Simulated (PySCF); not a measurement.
EPR calculation, with input and output: C4H5F4S

The run: EPR calculation of C4H5F4S, multiplicity 2. Method and program: UKS B3LYP, pcH-1 on C F H S, non-relativistic, mean-field spin-orbit, GIAO (PySCF 2.14.0).

It belongs to a series of runs on one base structure; here: H added to sp2 C.

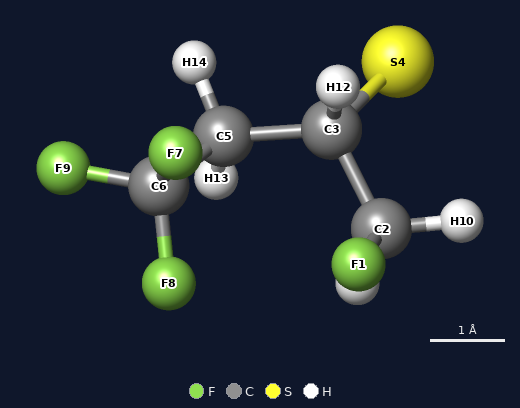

The structure as given in the input (ball-and-stick view, seen at a tilt; atoms are numbered from 1 in the order of the input). Bond lengths as drawn: C–C 1.52 to 1.53 Å, C–F 1.34 to 1.37 Å, C–H 1.09 to 1.10 Å and C–S 1.81 Å.

Summary

```json
{"quantity": "outcome", "value": "converged"}
{"quantity": "total energy", "value": "−952.997427 hartree"}
{"quantity": "⟨S²⟩", "value": "0.753"}
{"quantity": "isotropic g", "value": "2.1976"}
{"quantity": "hardware", "value": "1 CPU thread, shared host"}
{"quantity": "wall time", "value": "1.8 min"}
{"quantity": "peak memory", "value": "1.1 GiB"}
```

Notes

Checks after the run noted: orbitally degenerate or nearly so: second-order g, spin-orbit hyperfine and D do not apply.

The input
```
{"job": {"kind": "epr", "basis": "pcH-1"}, "charge": 0, "multiplicity": 2}
F     -1.157805    -0.919953    -1.535780
C     -1.569485    -0.350069    -0.364492
C     -0.630094     0.795560     0.021630
S     -1.500645     1.932346     1.123979
C      0.663345     0.342829     0.702878
C      1.533470    -0.546195    -0.176201
F      1.663515    -0.077142    -1.420692
F      1.077698    -1.799317    -0.261652
F      2.775461    -0.633450     0.331493
H     -2.583517     0.025747    -0.536142
H     -1.582108    -1.136927     0.396836
H     -0.392945     1.360949    -0.886980
H      0.441328    -0.213615     1.616743
H      1.261104     1.218765     0.966213
```

The first line tells a small driver script what to run in PySCF; the rest is the geometry in Å.

Run as:
```bash
OMP_NUM_THREADS=1 python <driver script> task.json out
```

What the program printed
```
UKS, coarse grid
  cycle   1  E = -952.82943212  |g| = 7.33e-01
  cycle   2  E = -952.61707451  |g| = 1.15e+00
  cycle   3  E = -952.99602826  |g| = 5.50e-02
  cycle   4  E = -952.99664763  |g| = 3.89e-02
  cycle   5  E = -952.99733247  |g| = 7.35e-03
  cycle   6  E = -952.99735655  |g| = 3.42e-03
  cycle   7  E = -952.99736214  |g| = 7.56e-04
UKS, final grid
  cycle   1  E = -952.99739560  |g| = 8.77e-04
  cycle   2  E = -952.99739711  |g| = 1.17e-03
  cycle   3  E = -952.99739828  |g| = 3.89e-04
  cycle   4  E = -952.99739940  |g| = 3.73e-04
  cycle   5  E = -952.99740423  |g| = 3.37e-04
  cycle   6  E = -952.99741376  |g| = 2.87e-04
  cycle   7  E = -952.99742280  |g| = 2.52e-04
  cycle   8  E = -952.99742352  |g| = 1.89e-04
  cycle   9  E = -952.99742668  |g| = 9.32e-05
  cycle  10  E = -952.99742726  |g| = 1.33e-04
  cycle  11  E = -952.99742727  |g| = 3.51e-05
  cycle  12  E = -952.99742728  |g| = 1.46e-05
  cycle  13  E = -952.99742729  |g| = 7.43e-06
E = -952.99742729 Eh   <S^2> = 0.7527 (exact 0.7500)
g shifts (ppm)      1          2          3
  rmc          -222       -222       -222
  gc            -11         52         39
  oz_so          36      18092     568197
  total        -185      17923     568031
hyperfine (MHz)  atom isotope    a_iso     a_fc   dipolar eigenvalues
    0   19F      -4.47      -4.47     -2.50     -0.47      2.97
    1   13C       0.32       0.32     -1.02     -0.58      1.61
    2   13C     -15.01     -15.01     -2.94     -1.62      4.56
    3   33S      15.05      15.05    -89.16    -87.97    177.12
    4   13C      23.56      23.56     -2.46     -2.15      4.61
    5   13C       4.29       4.29     -0.66     -0.54      1.19
    6   19F       5.18       5.18     -3.41     -3.15      6.56
    7   19F      -0.18      -0.18     -0.91     -0.67      1.58
    8   19F       4.51       4.51     -3.62     -3.50      7.12
    9    1H      -1.00      -1.00     -3.16     -2.51      5.66
   10    1H      -0.89      -0.89     -2.34     -2.03      4.36
   11    1H      95.04      95.04     -5.97     -1.53      7.50
   12    1H      -1.84      -1.84     -4.03     -1.98      6.02
   13    1H      -0.34      -0.34     -3.01     -2.41      5.42
```

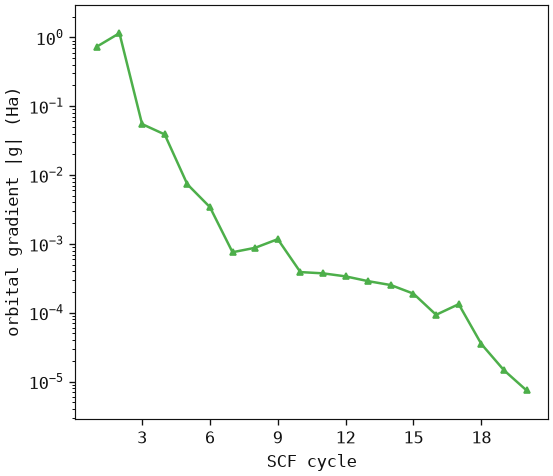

Convergence of the self-consistent field: orbital gradient |g| against the SCF cycle. All cycles printed in the log are drawn one after another.

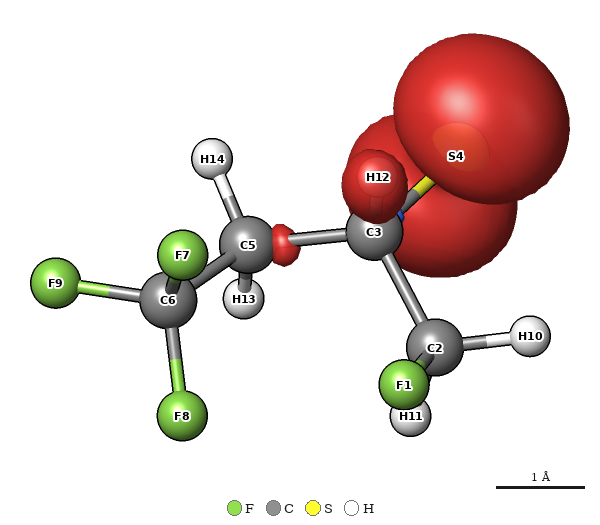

Isosurfaces of the spin density (α minus β) at +0.03 (red) and −0.03 e/Å³ (blue), seen at an oblique angle. The unpaired spin (1 electron) lies mostly on S4 (about 0.9), in electrons by Hirshfeld's partition.

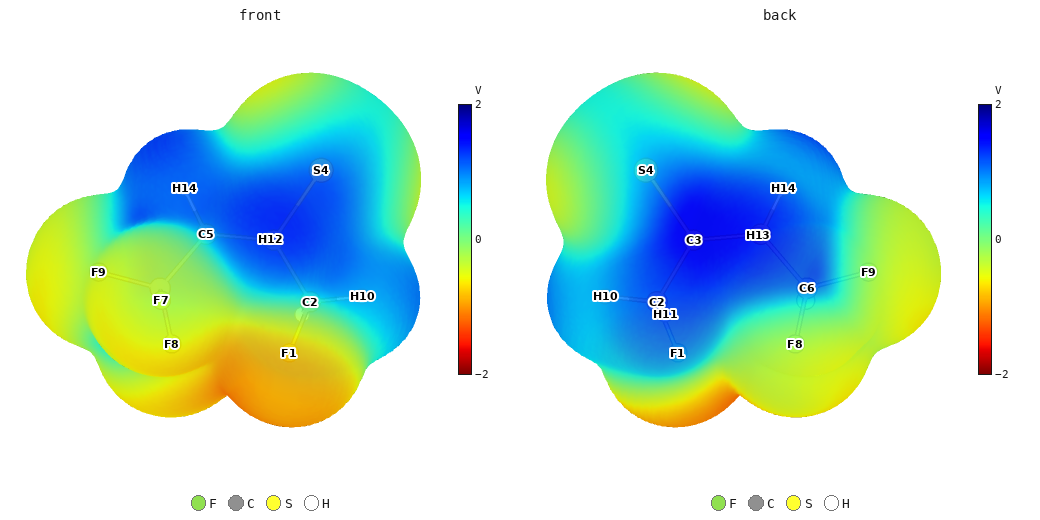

The molecular electrostatic potential painted on the density surface at 0.002 e/bohr³, seen at a tilt and from behind; red is negative and blue positive.
